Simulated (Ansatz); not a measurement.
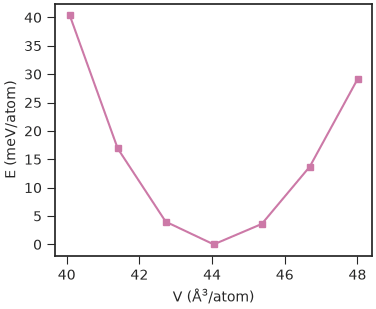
*BaTe (rock salt, space group No. 225) under volume change, DFT-r²SCAN in the program Ansatz with PAW potentials, scaled uniformly.*

### Question
What does a third-order Birch–Murnaghan fit give for V₀, B₀ and B′?

### Answer
V₀ = 44.05 Å³/atom, B₀ = 30.6 GPa, B′ = 4.4.

Space group Fm-3m (rock salt). The r²SCAN relaxation kept the symmetry of its start. Spin–orbit coupling is left out wherever it is not named.

Potentials: the later of the program's two PAW sets.
